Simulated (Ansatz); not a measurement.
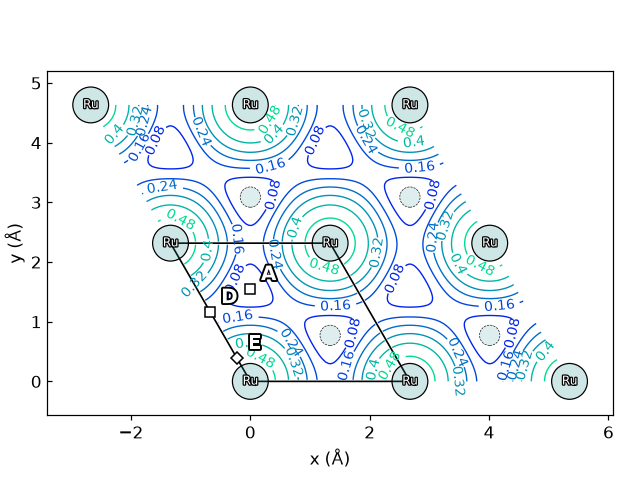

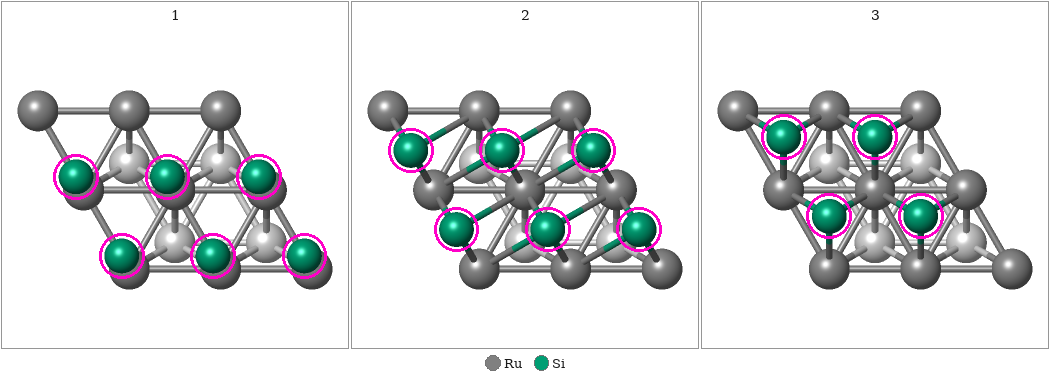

Si on a Ru(001) slab cut from the P6_3/mmc phase, its upper half relaxed before the scan (5 atoms of substrate and one adsorbate in a 1 × 1 cell). Si is moved over the surface cell; relaxed at each place: the height of the adsorbate's atoms; substrate rigid; the origin of the map has the adsorbate above Ru5. Places are given modulo a cell vector. The map is drawn in real space over the plane of the surface. Grid: 6 × 6 points; 10 points were computed and 26 follow by symmetry. Energies: eV, counted from the lowest grid point. With one adsorbate in each 1 × 1 cell, its nearest image is 2.7 Å away, so neighbouring adsorbates interact. Level of theory: Ansatz 0.2.0, DFT LDA, scalar-relativistic, plane waves, PAW. Settings: cutoff 420 eV, k-mesh 12×12×1, gaussian smearing 0.1 eV, no spin polarisation.

Drawn: contour lines labelled in eV, labelled circles for the atoms of the top layer and small ones for the second layer, the outline of one cell of the 2 × 2 shown, lettered points. Between grid points the surface is interpolated. The numbered pictures are the structures at these points, in random order. Rings mark the moved atoms.

Which structure belongs to which point?

Answer. A is structure 3: a threefold hollow, (2/6, 4/6) of the cell vectors, 0.020 eV; D is structure 2: a bridge site between two Ru atoms, (0/6, 3/6) of the cell vectors, 0.113 eV; E is structure 1: (0/6, 1/6) of the cell vectors [nearest 1 Ru at 2.38 Å], 0.473 eV.

PAW datasets: the set soft_1.
